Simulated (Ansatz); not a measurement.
LiAl32: several calculations on one system

## 1. Relaxation

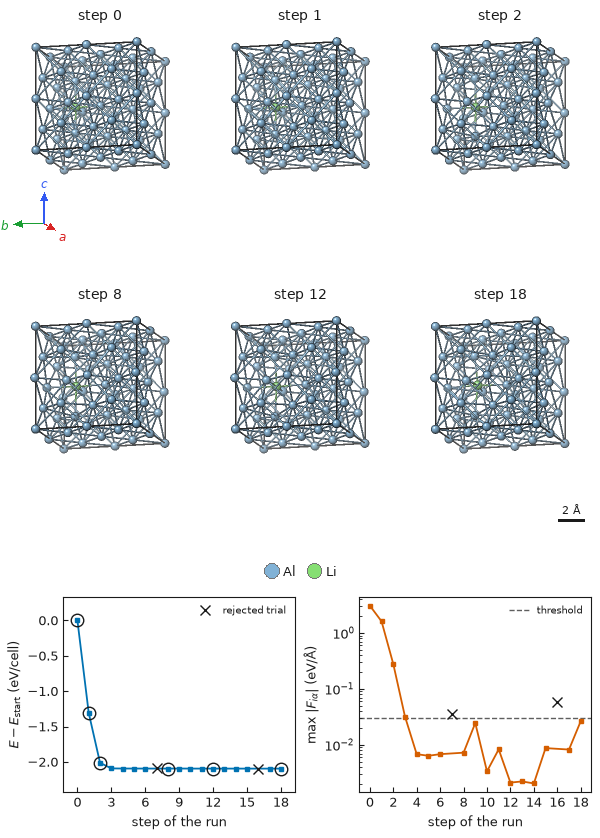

Frames of a relaxation of a defect cell of composition LiAl$_{32}$, marked on the history of the run. A ball-and-stick model of the cell of the calculation (origin shifted), seen from a free direction.

It is an interstitial Li in fcc Al. The run prepares an end point of a later path (interstitial hop) calculation, from a guessed geometry.

Computed with Ansatz 0.2.0, DFT PBE, scalar-relativistic, plane waves, PAW. Settings: plane-wave cutoff 420 eV; k-point mesh 3 × 3 × 3; occupations gaussian; smearing width 0.05 eV; no spin polarisation; atoms relaxed in a fixed cell; force threshold 0.03 eV/Å; at most 60 steps.

What happens along the run?

An Al atom moves most: 0.49 Å along −b. By element the largest moves are Al 0.49 Å, Li 0.20 Å. The cell stays as it was. Some distances before and after: Al–Al 2.864 → 3.526 Å, Al–Al 2.864 → 3.426 Å, Al–Al 2.864 → 3.398 Å, Al–Al 2.864 → 3.311 Å. Among the angles between lasting bonds that change: Al–Li–Al 177.3° → 166.1°, Al–Li–Al 90.6° → 98.7°, Al–Li–Al 89.4° → 81.6°. Over 16 accepted moves (18 points after the start) the energy falls by 2.095 eV per cell of the calculation. Largest force component: 3.1 eV/Å at the start, 0.026 eV/Å at the end. The line search rejected the trial steps at points 7, 16 of the run. The forces were under the threshold at step 4, but the run went on from there. From step 0 to 1: Al atoms move most (0.11 Å), energy −1.307 eV per cell of the calculation. From step 1 to 2: Al atoms move most (0.16 Å), energy −0.705 eV per cell of the calculation. From step 2 to 8: an Al atom moves most (0.12 Å), energy −82.0 meV per cell of the calculation. From step 8 to 12: the Li atom moves most (0.04 Å), energy −0.2 meV per cell of the calculation. From step 12 to 18: the Li atom moves most (0.15 Å), energy −0.4 meV per cell of the calculation.

Limits of the set-up: the periodic images lie only 8.1 Å apart, so the values are limited by the cell's size.

## 2. Relaxation

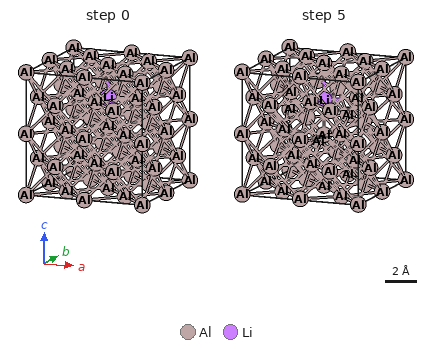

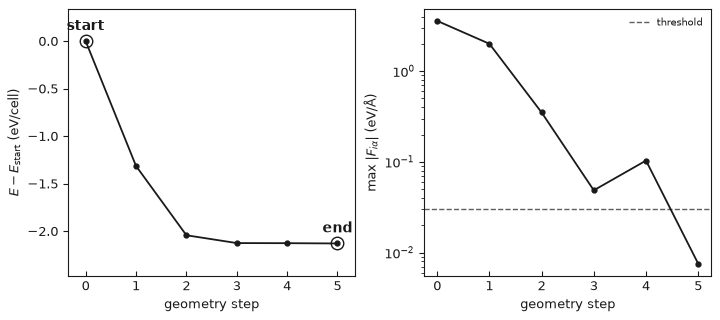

First and last geometry of a relaxation of a defect cell of composition LiAl$_{32}$, with the history of the run. A ball-and-stick model of the cell of the calculation (origin shifted), seen from a free direction.

It is an interstitial Li in fcc Al. The run prepares an end point of a later path (interstitial hop) calculation, from a guessed geometry.

Computed with DFT PBE, scalar-relativistic, plane waves, PAW (Ansatz). Settings: plane-wave cutoff 420 eV; k-point mesh 3 × 3 × 3; occupations gaussian; smearing width 0.05 eV; no spin polarisation; atoms relaxed in a fixed cell; force threshold 0.03 eV/Å; at most 60 steps.

What do the curves and the structures tell?

Answer. It converged. The energy falls by 2.129 eV per cell of the calculation in 5 geometry steps. The largest force component goes from 3.6 to 0.0075 eV/Å. The largest move is that of an Al atom, 0.54 Å along −c. Largest moves by element: Al 0.54 Å, Li 0.20 Å. The cell doesn't change. Among the contacts that change: Al–Al 2.864 → 3.523 Å, Al–Al 2.864 → 3.296 Å, Al–Li 1.936 → 2.284 Å, Al–Li 2.114 → 2.453 Å. Bond angles that change, for instance: Al–Li–Al 174.9° → 162.6°, Al–Li–Al 87.8° → 81.4°, Al–Li–Al 92.1° → 98.5°.

Limits of the set-up: the periodic images lie only 8.1 Å apart, so the values are limited by the cell's size.

## 3. Path

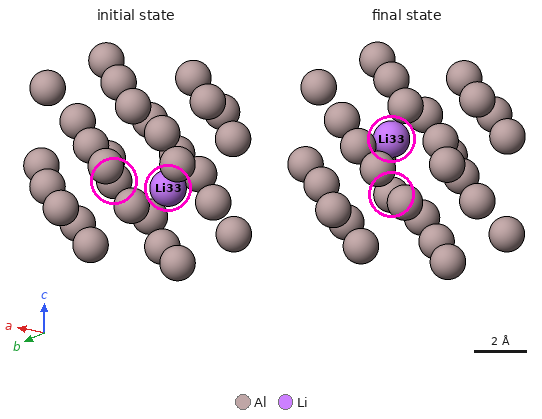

The two relaxed end points of a path for Al with an interstitial Li (33 atoms in the cell). The picture is a spheres-only view of the atoms within 5.0 Å of the middle of the path, seen from a free direction. The atoms that move most are ringed.

The calculation used Ansatz, DFT PBE, scalar-relativistic, plane waves, PAW.

Settings: plane-wave cutoff 420 eV; k-point mesh 3 × 3 × 3; Gaussian smearing 0.05 eV; 3 movable images; climbing image; force threshold 0.05 eV/Å; iteration limit 73; starting path by image-dependent pair potential.

### What barrier does the band find between them, and by what path?

The two ends have nearly the same energy, and the highest point, image 2, lies 0.67 eV above the start. The Li atom travels furthest, 2.70 Å from end to end, roughly along [1 0 1], on a path that bends up to 0.45 Å away from the straight line. At the highest image its nearest neighbour (Al) is 2.18 Å away, against 2.30 Å at the start, and the surrounding atoms stand up to 0.92 Å off the mean of their end positions. The band converged in 20 iterations. The largest component of the band force went from 1.2 to 0.021 eV/Å. The climbing image converged on the top of the path. A check of its curvatures found one unstable direction (−0.78 eV/Å²), as a transition state must have.

Energies of the converged images:

| image | path (Å) | E (eV) |
| --- | --- | --- |
| 0 | 0.00 | 0.000 |
| 1 | 1.37 | 0.109 |
| 2 | 2.74 | 0.666 |
| 3 | 3.73 | 0.298 |
| 4 | 4.72 | -0.002 |

The geometry at the top of the path:

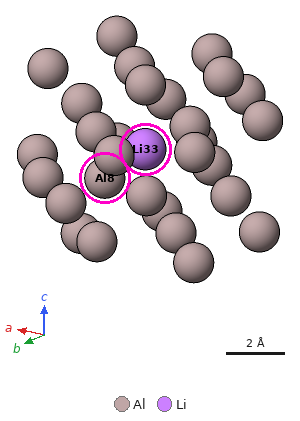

Limits of the set-up: the periodic images lie only 8.1 Å apart, so the values are limited by the cell's size.

The run took 24 min on 4 threads of Intel(R) Xeon(R) Platinum 8259CL CPU @ 2.50GHz (Skylake/Cascade Lake) (shared host), peak memory 3.1 GiB.
